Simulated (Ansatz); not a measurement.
```cif
data_structure
_symmetry_space_group_name_H-M 'P 1'
_symmetry_Int_Tables_number 1
_cell_length_a 4.1978
_cell_length_b 4.1978
_cell_length_c 29.6884
_cell_angle_alpha 90.000
_cell_angle_beta 90.000
_cell_angle_gamma 90.000
_cell_volume 523.16
loop_
_atom_site_label
_atom_site_type_symbol
_atom_site_fract_x
_atom_site_fract_y
_atom_site_fract_z
_atom_site_occupancy
Ga1 Ga 0.50000 0.50000 0.20270 1
Ga2 Ga 0.00000 0.00000 0.70270 1
Ga3 Ga 0.00000 0.00000 0.29730 1
Ga4 Ga 0.50000 0.50000 0.79730 1
Ga5 Ga 0.50000 0.50000 0.40568 1
Ga6 Ga 0.00000 0.00000 0.90568 1
Ga7 Ga 0.50000 0.50000 0.00000 1
Ga8 Ga 0.00000 0.00000 0.50000 1
Ga9 Ga 0.00000 0.00000 0.09432 1
Ga10 Ga 0.50000 0.50000 0.59432 1
Sb1 Sb 0.50000 0.00000 0.35148 1
Sb2 Sb 0.00000 0.50000 0.85148 1
Sb3 Sb 0.50000 0.00000 0.14852 1
Sb4 Sb 0.00000 0.50000 0.64852 1
As1 As 0.00000 0.50000 0.45288 1
As2 As 0.50000 0.00000 0.95288 1
As3 As 0.00000 0.50000 0.04712 1
As4 As 0.50000 0.00000 0.54712 1
As5 As 0.00000 0.50000 0.25000 1
As6 As 0.50000 0.00000 0.75000 1
```

Space group I-4m2; a structure generated by program, which may or may not match a known phase; computed pressure about −2 GPa in this cell.

Computed with DFT r2SCAN, scalar-relativistic, plane waves, PAW in Ansatz.

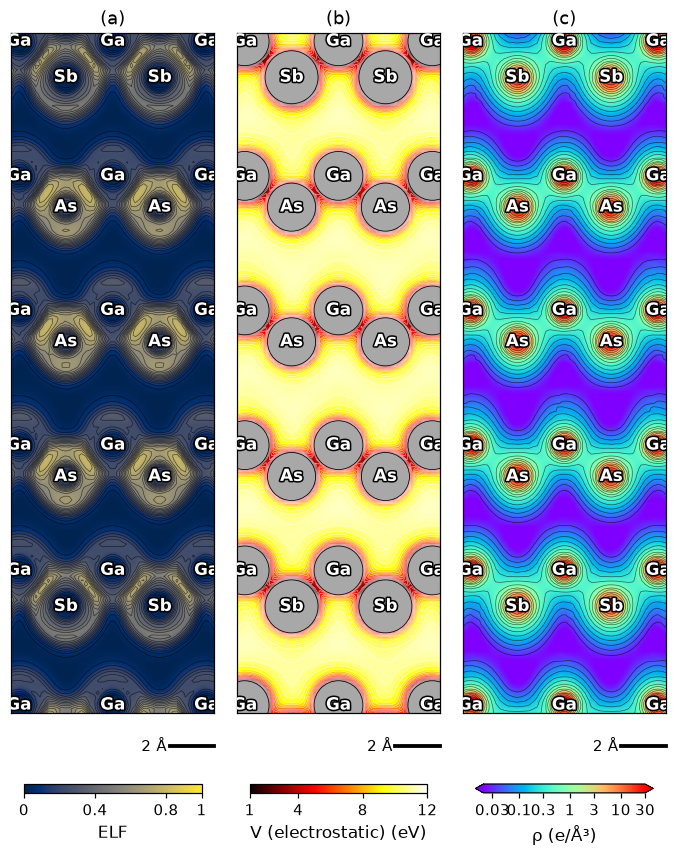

Ga5Sb2As3. (a) ELF; (b) electrostatic potential (local pseudopotential plus Hartree) felt by an electron; (c) valence pseudo-density on the (100) plane of the conventional cell. Grey discs cover the atomic cores in the potential map.

Question: Describe what can be read from this map.

Answer: The plane passes through Ga, Sb and As nuclei.
Ga–As (2.53 Å): ρ is about 0.45 e/Å³ halfway; the ELF peaks at about 0.80 between the atoms; localised, covalent bonding.
Ga–Sb (2.64 Å): ρ is about 0.43 e/Å³ halfway; the ELF peaks at about 0.75 between the atoms.
Between the atoms the lowest density in this plane is 0.01 e/Å³.
Outside the cores the potential energy rises away from the atoms and is highest about 2.4 Å from the nearest atoms; its zero is arbitrary.
